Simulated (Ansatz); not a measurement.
# Converging the plane-wave cutoff: V₃Ir (Pmm2, 8 atoms in the cell)

```
CELL_PARAMETERS angstrom
      4.73891     0.00000     0.00000
      0.00000     4.73891     0.00000
      0.00000     0.00000     4.73891
ATOMIC_POSITIONS crystal
  V  0.50000 0.25000 0.00000
  V  0.50000 0.75000 0.00000
  V  0.26055 0.00000 0.50000
  V  0.75000 0.00000 0.50000
  V  0.00000 0.50000 0.25000
  V  0.00000 0.50000 0.75000
  Ir 0.50000 0.50000 0.50000
  Ir 0.00000 0.00000 0.00000
```

Method of the run: PBEsol, default PAW files made with PBE (plane waves; Ansatz, a quantum-chemistry and plane-wave program).

Base settings: basis.ecutwfc = 30.9 Ry; kpoints.mp_grid.grid = 3 3 3; hamiltonian.xc = pbesol; hamiltonian.pseudopotentials = {kind: paw} (the program's default PAW files); scf.occupations.method = gaussian; scf.occupations.width = 0.0073 Ry.

The second cell is the first with its lattice scaled by 0.98.

The mesh stays at the base's, so the ladder's end is converged at best in this setting alone.

The first pressure column holds Ansatz's estimate of the finite-basis (Pulay) stress, which hides part of the cutoff error; the other is without it.

Only quantities that move along the ladder and can be compared are tabulated.

The count of work is k-points × plane waves × bands × iterations; it is no time. 

The starting cell comes from a database of computed structures (which also holds hypothetical and non-ambient phases and stackings), without a prior relaxation at this level. Its lattice was rescaled by up to half a per cent. One atom was moved a little off its site on purpose. Spin polarisation is off. Without a gap this mesh is coarse (it stands for a supercell whose shortest vector is 14 Å).

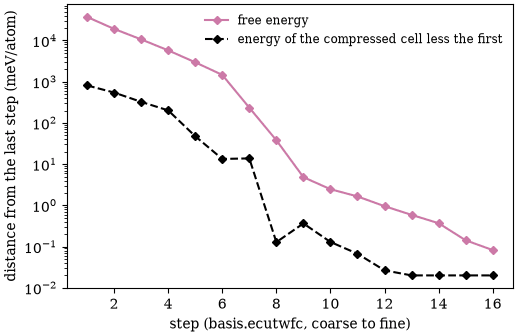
Fig. 1. Distance from the last step along the ladder; very small values are drawn at a floor.

| basis.ecutwfc | free energy less the last step's (meV/atom) | energy of the compressed cell less the first (meV/atom) | pressure (GPa) | pressure without the Pulay estimate (GPa) | largest difference of a force vector from the last step's (eV/Å) | count of work / last |
|---|---|---|---|---|---|---|
| 10.7 Ry | 37240.11 | -776.93 | -52.10 | -1280.58 | 2.277 | 0.093 |
| 12.5 Ry | 19061.94 | -510.68 | -65.27 | -789.21 | 0.865 | 0.099 |
| 14 Ry | 10621.88 | -289.73 | -29.46 | -504.86 | 0.552 | 0.11 |
| 15.4 Ry | 5749.99 | -166.72 | 5.50 | -313.57 | 0.715 | 0.13 |
| 16.9 Ry | 2950.91 | 82.01 | 1.06 | -186.37 | 0.487 | 0.14 |
| 18.4 Ry | 1461.12 | 21.09 | 2.56 | -107.09 | 0.236 | 0.14 |
| 21.7 Ry | 233.79 | 20.69 | -1.11 | -25.28 | 0.004 | 0.18 |
| 24.6 Ry | 38.00 | 34.59 | -1.42 | -6.29 | 0.002 | 0.18 |
| 27.9 Ry | 4.82 | 34.82 | -1.23 | -1.68 | 0.001 | 0.23 |
| 30.9 Ry | 2.46 | 34.59 | -1.22 | -1.31 | 0.000 | 0.27 |
| 33.8 Ry | 1.65 | 34.53 | -1.24 | -1.31 | 0.000 | 0.30 |
| 37.1 Ry | 0.95 | 34.49 | -1.25 | -1.30 | 0.000 | 0.36 |
| 41.5 Ry | 0.59 | 34.48 | -1.26 | -1.28 | 0.000 | 0.41 |
| 46.3 Ry | 0.37 | 34.46 | -1.26 | -1.28 | 0.000 | 0.50 |
| 54 Ry | 0.14 | 34.46 | -1.26 | -1.27 | 0.000 | 0.61 |
| 61.7 Ry | 0.08 | 34.46 | -1.26 | -1.26 | 0.000 | 0.75 |
| 74.2 Ry | 0.00 | 34.46 | -1.26 | -1.26 | 0.000 | 1.0 |

Coarsest basis.ecutwfc that holds the energy of the compressed cell less the first within 0.2 meV/atom of the last step, with all finer ones: 30.9 Ry, at 0.27 of the last step's count of work; the step before is off by 0.36 meV/atom.

Coarsest basis.ecutwfc that holds the free energy within 0.5 meV/atom of the last step, with all finer ones: 46.3 Ry; the step before is off by 0.59 meV/atom.

Coarsest basis.ecutwfc that holds the pressure within 0.1 GPa of the last step, with all finer ones: 27.9 Ry, at 0.23 of the last step's count of work; the step before is off by 0.16 GPa.

The energy difference between the two cells stays within 1 meV/atom of the last step's from 24.6 Ry on, the total only from 37.1 Ry on: much of the error is common to both cells and cancels.

Two neighbours can agree and both be off: 18.4 Ry and 21.7 Ry differ by 0.40 meV/atom in the energy of the compressed cell less the first, yet lie about 14 meV/atom from the last step.

At the lowest cutoff the pressure without the Pulay estimate lies 1280 GPa under the last step's, the usual sign of Pulay stress in an incomplete plane-wave basis.

Keys are those of Ansatz 0.2.
